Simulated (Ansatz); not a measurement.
# Lattice dynamics of PbO (model cell, started as layered BN type), part 2 of 2

Wanted: vibrations and spectra of PbO (model cell, started as layered BN type); the cell is already relaxed. After the zone centre comes a 3×3×2 q mesh on a 9×9×4 k mesh.

Ansatz 0.2.0; DFT PBEsol, scalar-relativistic, plane waves, PAW; PAW set soft_1.

So far. Step 2 (Zone-centre response): Before it was imposed, the acoustic sum rule was missed by 7.1e-5 eV/Å² and the charge sum rule by 0.058 e. The charge miss is large and points to the mesh or the basis. The lowest optical mode is imaginary, 205.0i cm⁻¹, so the energy falls along it.

The structure was built from a prototype and need not be the compound's stable phase.

## Step 3: Response at finite wavevector

Stability and thermal properties need the whole zone. Linear response on a 3×3×2 q mesh gives force constants as far as a supercell of that size would, and the tensors from the zone-centre run are typed in so that the long-range dipole term is interpolated apart.

The input, input.yaml:

```yaml
crystal:
  lattice:
    - [4.2392552545, 2.9652e-06, 0.0]
    - [-2.1196301952, 3.671301261, 0.0]
    - [0.0, 0.0, 5.2432298645]
  atoms:
    - { symbol: Pb, position: [0.3333333333, 0.6666666667, 0.25] }
    - { symbol: Pb, position: [0.6666666667, 0.3333333333, 0.75] }
    - { symbol: O, position: [0.6666666667, 0.3333333333, 0.25] }
    - { symbol: O, position: [0.3333333333, 0.6666666667, 0.75] }
kpoints:
  mp_grid: { grid: [9, 9, 4] }
hamiltonian:
  xc: pbesol
  pseudopotentials: { kind: paw, azcp: { folder: soft_1 }, xc_functional: pbe }
scf:
  occupations: { method: fixed }
output:
  eigenvalues: true
phonons:
  method: dfpt
  qmesh: [3, 3, 2]
  temperatures: { t_max: 1000, t_step: 50 }
  qpath:
    path:
      - [[0.0, 0.0, 0.0], [0.5, 0.0, 0.0], [0.33333333, 0.33333333, 0.0], [0.0, 0.0, 0.0], [0.0, 0.0, 0.5], [0.5, 0.0, 0.5], [0.33333333, 0.33333333, 0.5], [0.0, 0.0, 0.5]]
      - [[0.5, 0.0, 0.5], [0.5, 0.0, 0.0]]
      - [[0.33333333, 0.33333333, 0.5], [0.33333333, 0.33333333, 0.0]]
    npoints: 10
  non_analytic_term:
    high_frequency_dielectric_tensor: [[8.2793, 0.0, 0.0], [0.0, 8.2793, 0.0], [0.0, 0.0, 10.6815]]
    born_effective_charges:
      - { species: Pb, tensor: [[2.4159, 0.0, 0.0], [0.0, 2.4159, 0.0], [0.0, 0.0, 3.5918]] }
      - { species: Pb, tensor: [[2.4159, 0.0, 0.0], [0.0, 2.4159, 0.0], [0.0, 0.0, 3.5918]] }
      - { species: O, tensor: [[-2.4159, 0.0, 0.0], [0.0, -2.4159, 0.0], [0.0, 0.0, -3.5918]] }
      - { species: O, tensor: [[-2.4159, 0.0, 0.0], [0.0, -2.4159, 0.0], [0.0, 0.0, -3.5918]] }
    source: "zone-centre run at this cell"
```

Command:

```
$ ansatz run input.yaml --threads 4 --pin off --max-ram 10240MiB --backend cpu --events-out ev --progress --plain --runs-dir out
```

Numbers of over 12 decimals in the logs are rounded to 6 here.

Output:

```text
Warning: phonons: the dynamical matrix that this run interpolates holds no multipole term above the dipole-dipole one, and a site of this crystal is no centre of inversion, so its interpolated transverse optical and acoustic branches and sound speeds can stay off near Gamma, and the density of states and the thermodynamics with them. What a run solves at a wave vector of phonons.qpoints, Gamma apart, where the deck admits one, is free of this, and under fd what a larger phonons.supercell samples
[...]
Crystal: 4 atoms, lattice volume = 81.603 Å³
Basis set: ecut = 420 eV, 1595 PW (Γ), exchange–correlation on 60×60×72 points (8 copies of the dense FFT grid, shifted against one another)
Bands: 24, of which v1, the nominal top of the filled ones, is band 20 counted from 1 (19 counted from 0)
Symmetry: 24 space group operations
k-points: 36 of 324
[...]
SCF iter   1: F=—  HF=-24634.821533 eV  |F-HF|=—  |Δ(HF+E_count)|=         —  Δρ=3.20e-2  dr2=1.34e0  ethr=3.10e-3  ⟨swp⟩=5.0  Hψ=3271  notcnv=0  defer=59
[...]
SCF iter  11: F=-24634.543100 eV  HF=-24634.543100 eV  |F-HF|=0.00e0  |Δ(HF+E_count)|=  5.09e-11  Δρ=6.35e-8  dr2=3.15e-12  ethr=1.00e-12  ⟨swp⟩=8.3  Hψ=5152  notcnv=0
SCF 1 converged in 11 iterations: F = -24634.543100 eV  dr2 = 3.15e-12
[...]
NSCF: frozen V_eff on 36 k-points
[...]
DFPT response loops at q = (0, 0, 0) (fractional): preconditioner auto → Resta (q_TF=auto, 2.423 Å⁻¹)  ε∞=7.1 (no band partly filled); β = 1.00, the filter's whole step (`scf.mixing.beta` (0.50) is not read by the response loops at its default; to damp them type it under 1.00, their step now; it binds the ground state too); Broyden in place of MSR1
[...]
SCF converged after 11 iterations
Free energy (F): -24634.543100 eV
[...]
Internal energy: -24634.543100 eV  (E = F + TS)
E sigma→0 (E₀):  -24634.543100 eV
Fermi energy:    8.807462 eV
[...]
--- Band table (eV; the first three rows and the last of 36) ---
  k-point 0: bands = [... 16 lower, 5.2983, 6.1487, 6.1715, 6.1715, 12.6429, 12.9015, 12.9015, 13.5961]
  k-point 1: bands = [... 16 lower, 5.4514, 6.0766, 6.0766, 6.7762, 12.1418, 12.8075, 12.8075, 13.2931]
  k-point 2: bands = [... 16 lower, 5.7929, 5.7929, 7.2590, 7.2590, 11.9917, 11.9917, 12.8660, 12.8660]
  k-point 35: bands = [... 16 lower, 6.5083, 6.5083, 8.8075, 8.8075, 10.0044, 10.0044, 11.9808, 11.9808]
--- Phonons (Γ-DFPT): 4 representative perturbations + reference (Σ response iterations 15) ---
  ASR residual: 7.365e-5 → 0.000e0 eV/Å²; symmetrization residual: 3.809e-6 eV/Å²
  ASR residual per site (eV/Å²): 2.79e-5 2.79e-5 7.36e-5 7.36e-5
[...]
--- Phonons (arbitrary-q DFPT): 6 irreducible q on the 3×3×2 mesh ---
  q = [0.0000, 0.0000, 0.0000] (star 1, of the zone-centre solve; hermiticity 1.66e-6, symmetrization 1.22e-7): -205.03 -127.48 -0.00 -0.00 0.00 57.94 57.94 102.21 217.86 217.86 247.42 247.42
  q = [0.0000, 0.0000, -0.5000] (star 1, 4 solved perturbations in 318 linear systems a pass and spin channel, the states on 123 of 324 k-point pairs; hermiticity 5.22e-7, symmetrization 1.30e-7): 44.91 44.91 44.91 44.91 87.17 87.17 246.37 246.37 246.37 246.37 292.75 292.75
[...]
sum rule: each row above includes the acoustic sum rule's correction from the zone centre's row sums; it moved no ω² by more than (1.12 cm⁻¹)²
  mesh force constants: q→R imaginary residual 0.00e0; ASR residual 7.365e-5 → 0.000e0 eV/Å²; symmetrization residual 1.066e-14 eV/Å²
  interpolated dispersion: 94 rows × 12 modes
  density of states and harmonic sums: on the 18×18×12 q-mesh, interpolated from the force constants of a 3×3×2 supercell (with the dipole–dipole term of supplied tensors)
  largest difference from the sums on the solved wave vectors: F 4.68e-2 eV, S 5.81e-5 and C_V 1.47e-5 eV/K
  zero-point energy: 0.093944 eV/cell   skipped modes (ω ≤ 0): 468, of them read as no rigid motion or as one in doubt: 465 (1.812e0 modes/cell left out, lowest -205.03 cm⁻¹)   left out of the sums: 1.51e-1 of the cell's modes: C_V's classical limit lies that fraction below 3 k_B per atom; for a crystal, a wire or a layer, F and S can be off by more, and a phonons.interpolated_qmesh denser along its periods is the remedy for the sampling
```

Wall time 3.9 min (4 threads of Arm Neoverse V1, shared host); peak memory 1.4 GiB.

Numbers from this step:

```
sum-rule residual before enforcement                    : 7.36e-5 eV/Å²
lowest frequency on the path                            : -205.0 cm⁻¹
highest frequency on the path or at a solved wavevector : 356.3 cm⁻¹
lowest mode on the q mesh (acoustic modes at Γ apart)   : -205.0 cm⁻¹
```

Frequencies (cm⁻¹) solved at each irreducible wavevector; negative means imaginary. Frequencies by wavevector, by row:

| q in reciprocal lattice units | star | mode 1 | mode 2 | mode 3 | mode 4 | mode 10 | mode 11 | mode 12 |
| --- | --- | --- | --- | --- | --- | --- | --- | --- |
| 0 0 0 | 1 | -205 | -127.5 | 0 | 0 | 217.9 | 247.4 | 247.4 |
| 0 0 -0.5 | 1 | 44.9 | 44.9 | 44.9 | 44.9 | 246.4 | 292.8 | 292.8 |
| 0 0.3333 0 | 6 | -190.3 | -110.1 | -58.6 | 29.1 | 172.2 | 276.8 | 313.6 |
| 0 0.3333 -0.5 | 6 | 37.9 | 37.9 | 47.7 | 47.7 | 232.6 | 342.3 | 342.3 |
| 0.3333 0.3333 0 | 2 | -178.9 | -147.9 | -147.9 | -94.3 | 107.7 | 314 | 314 |
| 0.3333 0.3333 -0.5 | 2 | -116.6 | -116.6 | 40.6 | 40.6 | 244.2 | 356.3 | 356.3 |

Interpolated from a 3×3×2 q mesh, with the LO-TO term (at Γ the limit along the path; where Γ stands inside the path, tables give the limit on arrival). The phonon branches at the labelled points (cm⁻¹):

| point | branch 1 | branch 2 | branch 3 | branch 4 | branch 9 | branch 10 | branch 11 | branch 12 |
| --- | --- | --- | --- | --- | --- | --- | --- | --- |
| Γ | -205 | -128 | 0 | 0 | 218 | 218 | 247 | 344 |
| M | -178 | -117 | -105 | 17 | 114 | 127 | 278 | 313 |
| K | -179 | -148 | -148 | -94 | 108 | 108 | 314 | 314 |
| Γ | -205 | -128 | 0 | 0 | 218 | 218 | 247 | 344 |
| A | 45 | 45 | 45 | 45 | 246 | 246 | 293 | 293 |
| L | 29 | 29 | 43 | 43 | 234 | 234 | 351 | 351 |
| H | -117 | -117 | 41 | 41 | 244 | 244 | 356 | 356 |
| A | 45 | 45 | 45 | 45 | 246 | 246 | 293 | 293 |
| jump to L | 29 | 29 | 43 | 43 | 234 | 234 | 351 | 351 |
| M | -178 | -117 | -105 | 17 | 114 | 127 | 278 | 313 |
| jump to H | -117 | -117 | 41 | 41 | 244 | 244 | 356 | 356 |
| K | -179 | -148 | -148 | -94 | 108 | 108 | 314 | 314 |

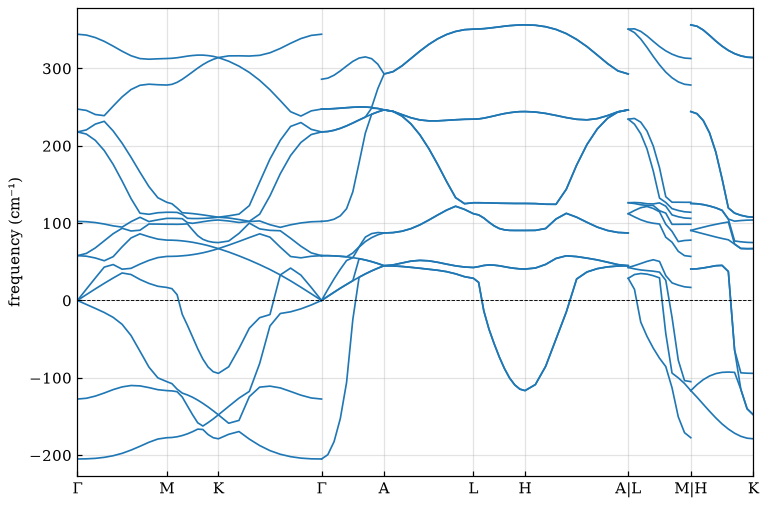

Phonon branches along the path.

The phonon density of states has structure finer than the step of the table below, so its rows give means over 25 cm⁻¹, whole bins alone (the curve runs from -208 to 358 cm⁻¹). Peaks (cm⁻¹: height): 52.5: 0.0777, 102.5: 0.0849, 232.5: 0.0445, 317.5: 0.0445.

Tetrahedra on a 18×18×12 mesh, mean over bins of 5 cm-1. Interpolated from a 3×3×2 q mesh. Phonon density of states against wavenumber; means over each step:

| wavenumber (cm⁻¹) | phonon density of states (1/cm⁻¹/cell) |
| --- | --- |
| -175 | 0.00563 |
| -150 | 0.00630 |
| -125 | 0.00745 |
| -100 | 0.0130 |
| -75 | 0.0121 |
| -50 | 0.0105 |
| -25 | 0.0112 |
| 0 | 0.0124 |
| 25 | 0.0314 |
| 50 | 0.0591 |
| 75 | 0.0265 |
| 100 | 0.0727 |
| 125 | 0.0487 |
| 150 | 0.0152 |
| 175 | 0.0160 |
| 200 | 0.0171 |
| 225 | 0.0287 |
| 250 | 0.00880 |
| 275 | 0.00830 |
| 300 | 0.0141 |
| 325 | 0.0367 |

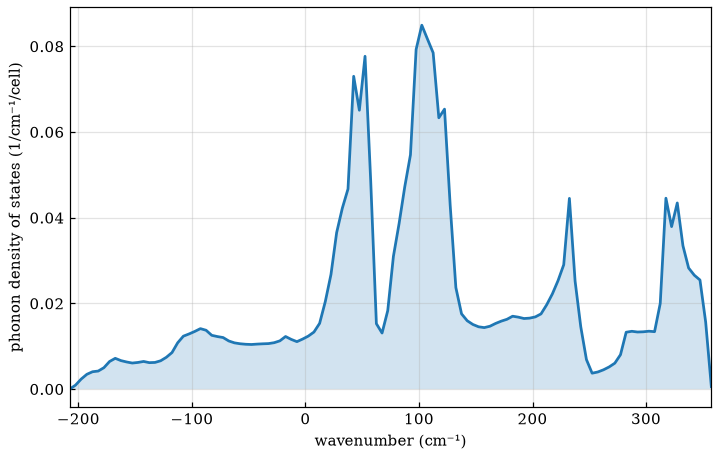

Phonon density of states against wavenumber.

The partial phonon density of states has structure finer than the step of the table below, so its rows give means over 25 cm⁻¹, whole bins alone (the curve runs from -215 to 376 cm⁻¹). Peaks (cm⁻¹: height): O -85.0: 0.0144, 123.0: 0.0159, 149.0: 0.0187, 182.4: 0.0208, 204.7: 0.0212, 234.4: 0.0326, 323.6: 0.0377; Pb 52.4: 0.0678, 100.7: 0.0717.

Phonopy on the run's constants, 15x15x11 mesh, Gaussian sigma 4.2 cm-1. Interpolated from a 3×3×2 q mesh. The partial phonon density of states by wavenumber; means over each step; values in 1/cm⁻¹/cell:

| wavenumber (cm⁻¹) | O | Pb |
| --- | --- | --- |
| -200 | 0.00189 | 6.4e-5 |
| -175 | 0.00603 | 1.9e-4 |
| -150 | 0.00579 | 1.5e-4 |
| -125 | 0.00806 | 5.2e-4 |
| -100 | 0.0101 | 0.00107 |
| -75 | 0.0117 | 0.00274 |
| -50 | 0.00594 | 0.00361 |
| -25 | 0.00411 | 0.00812 |
| 0 | 0.00113 | 0.00492 |
| 25 | 0.00495 | 0.0298 |
| 50 | 0.00521 | 0.0546 |
| 75 | 0.00262 | 0.0259 |
| 100 | 0.00727 | 0.0621 |
| 125 | 0.0125 | 0.0365 |
| 150 | 0.0138 | 0.00387 |
| 175 | 0.0125 | 0.00168 |
| 200 | 0.0157 | 0.00125 |
| 225 | 0.0261 | 0.00107 |
| 250 | 0.0106 | 4.6e-4 |
| 275 | 0.00824 | 1.6e-4 |
| 300 | 0.0147 | 1.6e-4 |
| 325 | 0.0342 | 7.9e-4 |
| 350 | 0.0168 | 1.6e-4 |

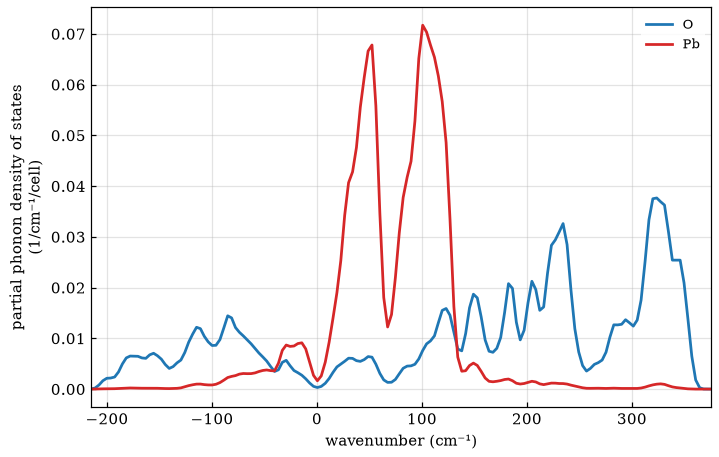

Partial phonon density of states against wavenumber.

Symmetry leaves 6 wavevectors to solve. The lowest mode among them, the acoustic zeros apart, lies at Γ and is imaginary, 205.0i cm⁻¹, so the energy falls along it.

## Step 4: Another isotope, element O, natural mass 15.999 amu

An isotope changes the mass and not the force constants, so no new electronic calculation is needed; the shifts show which modes move this element.

The same force constants with the mass of O changed from 15.999 to 17.999 u (phonopy, no LO-TO term). Both lists are sorted by frequency; levels can cross, so a row need not hold one and the same mode. Modes under 3 cm⁻¹ are left out. Isotope shifts, by row, the first 40 of 45 rows:

| q | rank | natural mass (cm⁻¹) | changed mass (cm⁻¹) |
| --- | --- | --- | --- |
| 0 0 0 | 1 | -205 | -193.7 |
| 0 0 0 | 2 | -127.5 | -120.7 |
| 0 0 0 | 6 | 57.94 | 57.59 |
| 0 0 0 | 7 | 57.94 | 57.59 |
| 0 0 0 | 8 | 102.2 | 102 |
| 0 0 0 | 9 | 217.9 | 206.7 |
| 0 0 0 | 10 | 217.9 | 206.7 |
| 0 0 0 | 11 | 247.4 | 234.3 |
| 0 0 0 | 12 | 247.4 | 234.3 |
| 0 0 -0.5 | 1 | 44.91 | 44.71 |
| 0 0 -0.5 | 2 | 44.91 | 44.71 |
| 0 0 -0.5 | 3 | 44.91 | 44.71 |
| 0 0 -0.5 | 4 | 44.91 | 44.71 |
| 0 0 -0.5 | 5 | 87.17 | 87 |
| 0 0 -0.5 | 6 | 87.17 | 87 |
| 0 0 -0.5 | 7 | 246.4 | 233.3 |
| 0 0 -0.5 | 8 | 246.4 | 233.3 |
| 0 0 -0.5 | 9 | 246.4 | 233.3 |
| 0 0 -0.5 | 10 | 246.4 | 233.3 |
| 0 0 -0.5 | 11 | 292.8 | 276.5 |
| 0 0 -0.5 | 12 | 292.8 | 276.5 |
| 0 0.3333 0 | 1 | -190.3 | -179.7 |
| 0 0.3333 0 | 2 | -110.1 | -104.3 |
| 0 0.3333 0 | 3 | -58.56 | -56.68 |
| 0 0.3333 0 | 4 | 29.11 | 28.67 |
| 0 0.3333 0 | 5 | 45.2 | 44.97 |
| 0 0.3333 0 | 6 | 87.33 | 87.19 |
| 0 0.3333 0 | 7 | 87.68 | 87.47 |
| 0 0.3333 0 | 8 | 105.8 | 105.8 |
| 0 0.3333 0 | 9 | 118.3 | 115.9 |
| 0 0.3333 0 | 10 | 172.2 | 163.9 |
| 0 0.3333 0 | 11 | 276.8 | 261.1 |
| 0 0.3333 0 | 12 | 313.6 | 296.4 |
| 0 0.3333 -0.5 | 1 | 37.91 | 37.43 |
| 0 0.3333 -0.5 | 2 | 37.91 | 37.43 |
| 0 0.3333 -0.5 | 3 | 47.7 | 47.68 |
| 0 0.3333 -0.5 | 4 | 47.7 | 47.68 |
| 0 0.3333 -0.5 | 5 | 114.8 | 114.6 |
| 0 0.3333 -0.5 | 6 | 114.8 | 114.6 |
| 0 0.3333 -0.5 | 7 | 160.9 | 153.7 |

A mode of this element alone would shift by -5.72 %. The highest zone-centre frequency without the field goes from 247.4 to 234.3 cm⁻¹ (-5.3 %).

## Step 5: Isotope substitution, element Pb, natural mass 207.2 amu

The same for Pb, from 207.20 to 203.97 u.

A mode of this element alone would shift by +0.79 %. The highest zone-centre frequency without the field goes from 247.4 to 247.6 cm⁻¹ (+0.1 %).

## Step 6: Summary of results

```json
{
  "space group (within 0.01 Å)": "P6_3/mmc",
  "volume per atom": "20.4 Å³",
  "gap on the k-mesh": "1.20 eV",
  "highest optical mode at the zone centre (no LO-TO term)": "247 cm⁻¹",
  "top of the zone-centre spectrum with the field": "344 cm⁻¹",
  "lowest optical zone-centre mode": "-205 cm⁻¹",
  "mean high-frequency dielectric constant": "9.08",
  "largest Born charge (third of the trace)": "2.81 e",
  "lowest mode on the q mesh (acoustic modes at Γ apart)": "-205 cm⁻¹",
  "highest frequency on the path or at a solved wavevector": "356 cm⁻¹",
  "imaginary modes on the 3×3×2 q mesh": "yes"
}
```

In words: Modes are clearly imaginary (beyond 10i cm⁻¹) at 4 of the 6 irreducible wavevectors, most at Γ (205.0i cm⁻¹), so this structure is not a minimum of the energy. Without the field, the optical modes at Γ span -205 to 247 cm⁻¹ (negative means imaginary). The highest mode in this list at Γ, 247.4 cm⁻¹, is mostly motion of O (93 % of the kinetic energy). With the macroscopic field of the longitudinal modes the top of the zone-centre spectrum lies at 344 cm⁻¹, against 247 cm⁻¹ without it. Among the real modes, the strongest infrared line is at 247 cm⁻¹. Averaged over orientations, the strongest Raman line at 532 nm and 300 K is at 218 cm⁻¹. The tensors are the static, non-resonant ones, while 532 nm light (2.33 eV) lies above the computed gap. With the field response the log warns that the k mesh is coarse for the force constants too, so the frequencies may not be converged. The program warns that the interpolation holds no quadrupole term, so branches close to Γ can be off in this crystal. Spin-orbit coupling is left out, which can matter for the heavy elements here. The PAW files were made for PBE and serve the other functionals too. The starting cell was built on a prototype and not taken from a measurement, so the phase need not exist. These are harmonic frequencies at zero temperature: anharmonic shifts, linewidths and thermal expansion are left out.

[Logs are printed without paths, hosts, clocks, repeated set-up lines and the standing remarks that a program may print on its own settings, such as how far it seeks lower states.]

[Hosts, paths, dates, database ids (printed as entryN), source tags and the programs' standing remarks are cut or masked in the printed files.]
